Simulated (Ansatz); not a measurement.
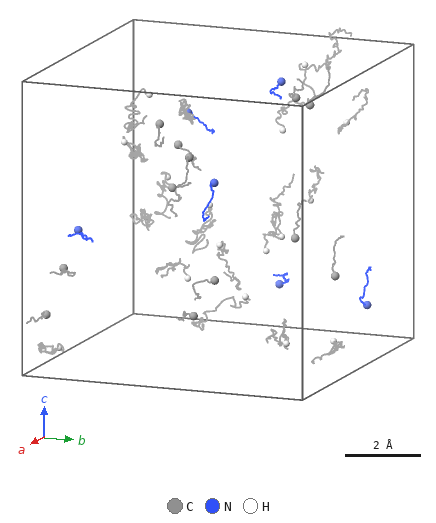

Molecular dynamics of a periodic cell with 6 CH3CN at 0.784 g/cm³, 200 fs long. It starts from the last geometry of an earlier run, with fresh velocities. Lines trace each atom's path, in the colour of its element; spheres stand at the starting positions. Seen slightly off an axis in the simulation cell.

These are results of Ansatz 0.2.0, DFT PBE-D3(BJ), scalar-relativistic, plane waves, PAW, not measurements. Run with plane-wave cutoff 420 eV; k-point mesh 1 × 1 × 1; Fermi-Dirac smearing 0.02 eV; Langevin thermostat (NVT); set temperature 350 K; time step 0.5 fs; friction 0.02 per fs.

### How do the atoms move?

Root-mean-square distances from the starting positions over the second half, with the common drift of all atoms taken out: H 1.01 Å, N 0.71 Å, C 0.71 Å. The heavy atoms stay within a fraction of a molecule's size of their starting places; so short a run doesn't tell a liquid from a solid. The mean temperature in the second half is 399 K (standard deviation 41 K). The potential energy in the second half lies on average 1.4 meV per atom above the first frame.

Limits of the set-up: the periodic images lie only 8.1 Å apart, so the values are limited by the cell's size.

Cost: 15 min on 1 thread of Arm Neoverse V2, with other jobs on the host, peak memory 0.51 GiB.
